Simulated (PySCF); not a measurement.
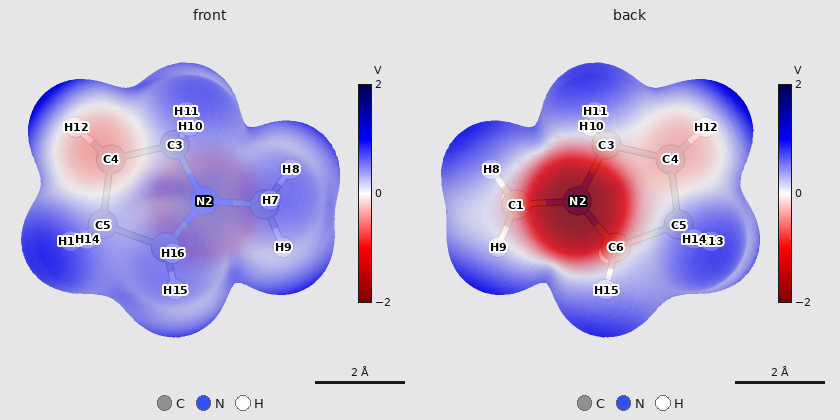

C₅H₁₀N (SMILES CN1C[CH]CC1) (doublet). The molecular electrostatic potential painted on the density surface at 0.004 e/bohr³, seen from the front and from behind; the colour scale runs from red (negative) to blue (positive).

Geometry: GFN2-xTB.

Theory: UKS B3LYP, pcH-1 on C H N, non-relativistic, mean-field spin-orbit, GIAO in PySCF 2.14.0, density-fitted response routines.

```xyz
16

C     1.8928    0.5516   -0.2729
N     0.5035    0.2402   -0.4853
C    -0.4255    1.1399    0.1806
C    -1.6608    0.3457    0.3290
C    -1.4015   -1.0652   -0.0359
C     0.1275   -1.1079   -0.0900
H     2.1909    0.4899    0.7883
H     2.0899    1.5615   -0.6311
H     2.5048   -0.1452   -0.8448
H    -0.0402    1.4704    1.1708
H    -0.5625    2.0494   -0.4200
H    -2.6234    0.7586    0.5521
H    -1.8192   -1.7812    0.6777
H    -1.8286   -1.3067   -1.0196
H     0.5132   -1.8261   -0.8159
H     0.5315   -1.3662    0.9057
```

> Where is the surface potential most negative and most positive?

The most negative region (about −1.9 V) lies over N2, the most positive (about +1.1 V) over H12. N2 is the likeliest acceptor of a hydrogen bond.
